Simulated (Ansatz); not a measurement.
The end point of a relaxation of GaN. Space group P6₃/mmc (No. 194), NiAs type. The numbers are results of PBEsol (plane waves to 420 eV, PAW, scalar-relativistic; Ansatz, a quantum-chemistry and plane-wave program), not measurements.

```cif
data_Ga2N2
_chemical_formula_sum 'Ga2 N2'
_space_group_name_H-M_alt 'P 1'
_space_group_IT_number 1
_cell_length_a 2.96906
_cell_length_b 2.96906
_cell_length_c 5.04112
_cell_angle_alpha 90.000
_cell_angle_beta 90.000
_cell_angle_gamma 120.000
loop_
_space_group_symop_operation_xyz
  'x, y, z'
loop_
_atom_site_label
_atom_site_type_symbol
_atom_site_fract_x
_atom_site_fract_y
_atom_site_fract_z
_atom_site_occupancy
Ga1 Ga 0.00000 0.00000 0.00000 1
Ga2 Ga 0.00000 0.00000 0.50000 1
N1 N 0.33333 0.66667 0.25000 1
N2 N 0.66667 0.33333 0.75000 1
```

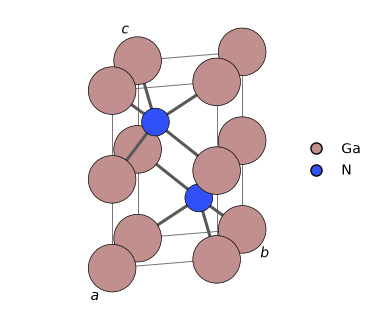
Figure. The conventional cell of the relaxed structure

For GaN, the volume per atom is 9.62 Å³. The band gap comes out as 1.21 eV, indirect (valence top at k = (0, 0.1538, 0), conduction bottom at K) (no spin-orbit coupling), the smallest direct gap is 1.72 eV at Γ and the shortest distances comes out as Ga–N 2.13 Å; Ga–Ga 2.52 Å; N–N 2.97 Å. The k-mesh is 13×13×7.

Band energies at high-symmetry points (eV from the VBM; labels of this space group; no spin-orbit coupling), from −5 eV up to 4.8 eV:

```json
[
 {"point": "Γ", "energies": "-0.95 -0.57 -0.57 -0.12 -0.12 1.61 4.51"},
 {"point": "M", "energies": "-2.90 -2.88 -0.25 3.58"},
 {"point": "K", "energies": "-4.95 -3.96 -3.96 -3.43 -3.43 1.21"},
 {"point": "A", "energies": "-0.31 -0.31 -0.31 -0.31 4.30 4.30"},
 {"point": "L", "energies": "-2.24 -2.24 -1.76 -1.76 2.91 2.91"},
 {"point": "H", "energies": "-0.78 -0.78"}
]
```

No spin polarisation in the result.

The run could not lose the symmetry of its start.

All atoms sit on sites fixed by symmetry, so only the cell could relax.

The first start was generated by placing the elements on the sites of a structure type. Materials Project lists a structure of GaN in the same space group, P6₃/mmc (No. 194); the sites were not compared with it, nor with measured phases. Known forms of GaN include space group No. 186, 216.
